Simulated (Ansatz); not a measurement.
C₃H₁₁GaO

The calculation's input:

```
crystal:
  periodic: [false, false, false]
  atoms:
    - {symbol: C, position_ang: [-0.163840, 0.696257, -2.210612]}
    - {symbol: O, position_ang: [0.054963, 1.088878, -0.857365]}
    - {symbol: Ga, position_ang: [-0.638938, -0.267022, 0.710954]}
    - {symbol: C, position_ang: [0.447434, -1.858654, 0.213942]}
    - {symbol: C, position_ang: [-0.038161, 0.843209, 2.240804]}
    - {symbol: H, position_ang: [-1.220591, 0.448314, -2.290496]}
    - {symbol: H, position_ang: [0.431757, -0.181930, -2.470500]}
    - {symbol: H, position_ang: [0.067254, 1.522511, -2.885979]}
    - {symbol: H, position_ang: [0.981311, 1.311485, -0.726552]}
    - {symbol: H, position_ang: [-2.156241, -0.231065, 0.253877]}
    - {symbol: H, position_ang: [0.285526, -2.658252, 0.943429]}
    - {symbol: H, position_ang: [1.519598, -1.639930, 0.217132]}
    - {symbol: H, position_ang: [0.180326, -2.262788, -0.765771]}
    - {symbol: H, position_ang: [-0.356024, 0.386105, 3.182599]}
    - {symbol: H, position_ang: [1.051200, 0.933546, 2.283220]}
    - {symbol: H, position_ang: [-0.468574, 1.846636, 2.205414]}
basis:
  gaussian: {orbitals: def2-TZVPP}
hamiltonian: {xc: pbe0, dispersion: d4}
output: {orbitals: {seedname: orbitals}}
```

Launched as:

```sh
ansatz run in.yaml --threads 4 --pin off --events-out ev --progress --plain --max-ram 11315MiB
```

Geometry: PBE0-D4/def2-TZVP.

Computed with RKS PBE0-D4/def2-TZVPP (Ansatz 0.2.0).

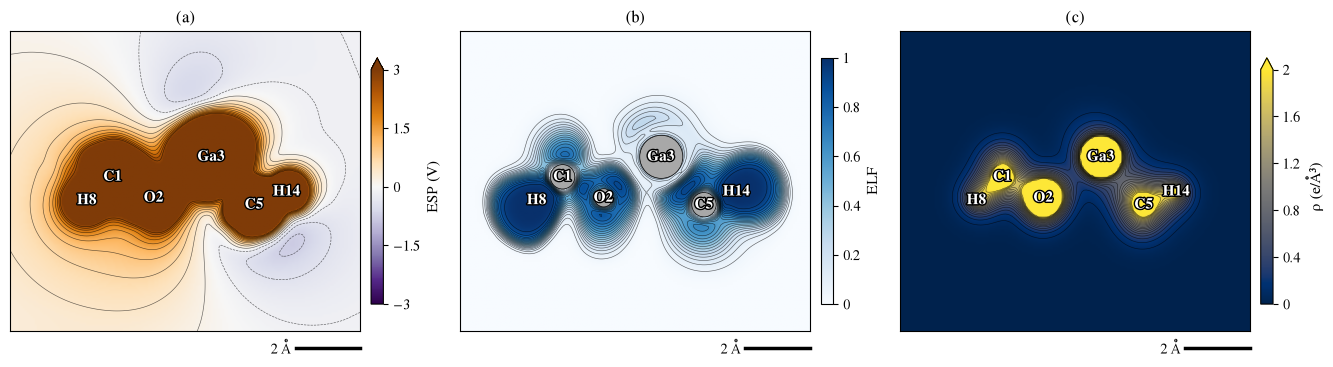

Figure 1. (a) molecular electrostatic potential; (b) electron localisation function; (c) total electron density on the plane of atoms O2, Ga3 and C5. Grey discs cover the atomic cores in the ELF map.

Q: What does the map show?

A: The plane passes through C, O, Ga and H nuclei. C–O (1.43 Å): ρ is about 2 e/Å³ halfway, with its minimum of 1.7 e/Å³ about 0.5 Å from C; the ELF peaks at about 0.90 between the atoms: a shared but strongly polarised pair. C–Ga (1.98 Å): ρ at the midpoint is about 0.76 e/Å³; the ELF peaks at about 0.90 in the valence shell of C, 0.7 Å from its nucleus, and is about 0.55 at the midpoint. Ga–O (2.19 Å): ρ at the midpoint is about 0.34 e/Å³; the ELF peaks at about 0.90 in the valence shell of O, 0.6 Å from its nucleus, and is about 0.20 at the midpoint. C–H (1.09 Å): the density is about 2.1 e/Å³ at the midpoint; the ELF climbs to about 1 towards the hydrogen, as it does in any bond to H (a covalent bond by its length). Outside the dense part of the molecule the potential is most negative (−0.8 V) near C5.

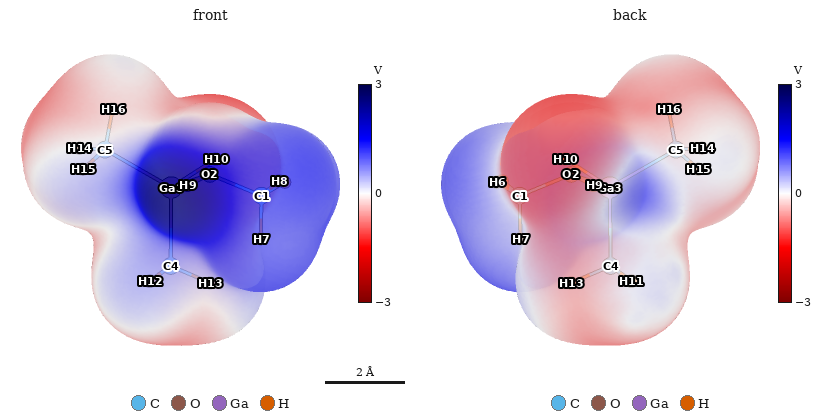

Figure 2. The molecular electrostatic potential painted on the density surface at 0.001 e/bohr³, seen from the front and from behind; the colour scale runs from red (negative) to blue (positive).

Q: Where is the surface potential most negative and most positive?

A: The most negative region (about −1.0 V) lies over H10, the most positive (about +2.6 V) over H9.

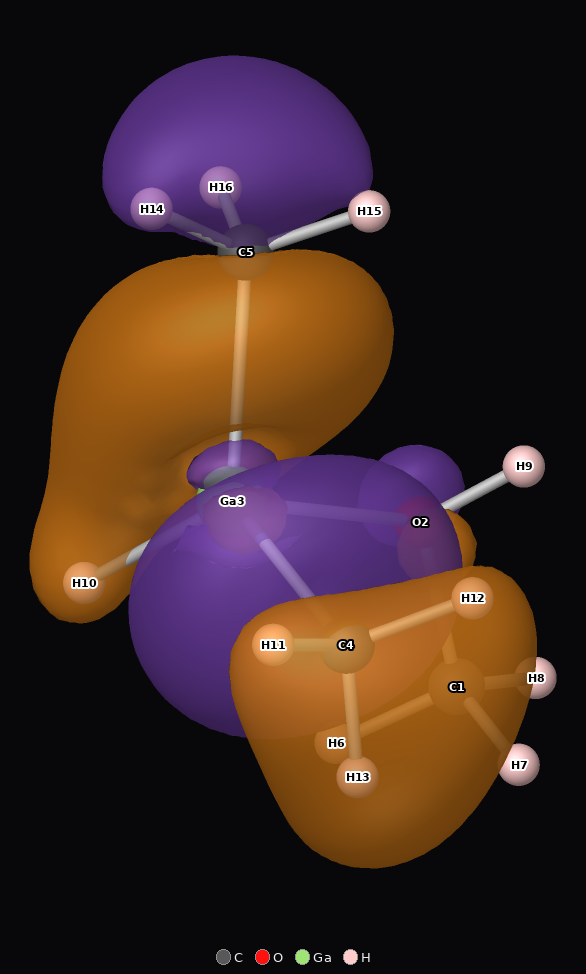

Figure 3. The HOMO at ±0.08 Å⁻³ᐟ² (orange and purple are the two phases), seen at an oblique angle.

Q: Where does this orbital lie, and at what energy?

A: Its weight (Hirshfeld) is mainly on C4 (about 35 %), Ga3 (about 25 %) and C5 (about 20 %). Its energy is −7.00 eV.

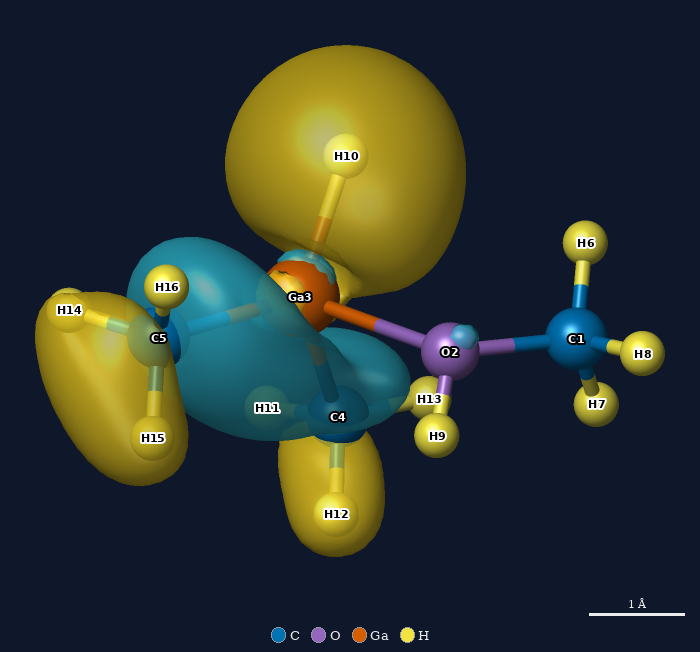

Figure 4. The HOMO−1 at ±0.1 Å⁻³ᐟ² (yellow and cyan are the two phases), seen from one side.

Q: Describe this orbital and give its energy.

A: Its weight (Hirshfeld) is mainly on H10 (about 35 %), Ga3 (about 30 %), C5 (about 20 %) and C4 (about 5 %). Its energy is −7.20 eV.
